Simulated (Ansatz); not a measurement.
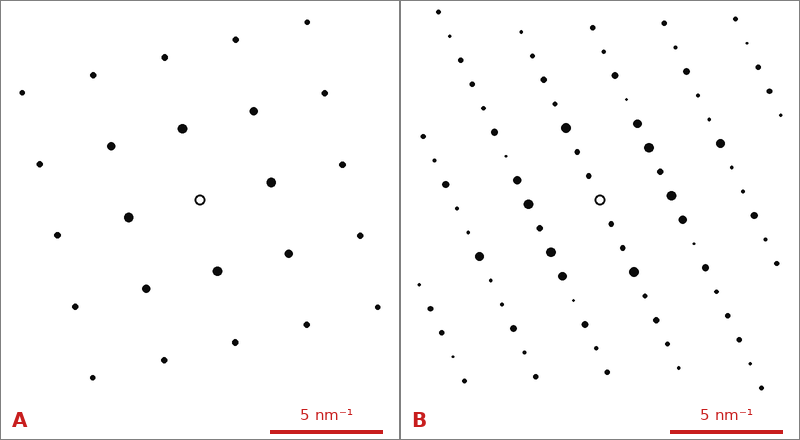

Kinematic electron diffraction patterns (120 kV, B = 0.5 Å², same scale, each along a low-index zone) of two structures of composition Sr2P, each relaxed at zero pressure with DFT PBE, scalar-relativistic, plane waves, PAW in Ansatz 0.2.0.

The structures (standard cells):
1. I4_1/amd (No. 141), a = 6.054 Å, c = 13.366 Å, 12 atoms; generated start, possibly hypothetical
2. P4/nmm (No. 129), a = 4.723 Å, c = 8.380 Å, 6 atoms; generated start, possibly hypothetical

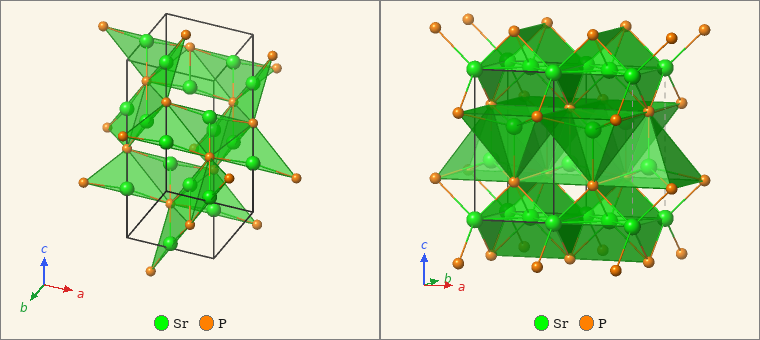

Drawings of the structures 1 to 2, from left to right (each may span several cells).

### Which pattern belongs to which structure, and along which zone?

A is structure 1 along [001]: square net of 2 0 0 at d = 3.03 Å and 0 2 0 at d = 3.03 Å, 90.0° apart (some points of this net are extinct or too weak to see). B is structure 2 along [110] or an equivalent direction: rectangular net of 0 0 1 at d = 8.38 Å and 1 -1 0 at d = 3.34 Å, 90.0° apart.

### Which structure lies lowest at this level of theory, and by how much?

Structure 1 (I4_1/amd, 40.83 Å³ an atom) is the lowest of these; structure 2 (P4/nmm, 31.16 Å³ an atom) lies about 170 meV an atom higher. These are static energies at 0 K; other structures, not shown, may lie lower still.
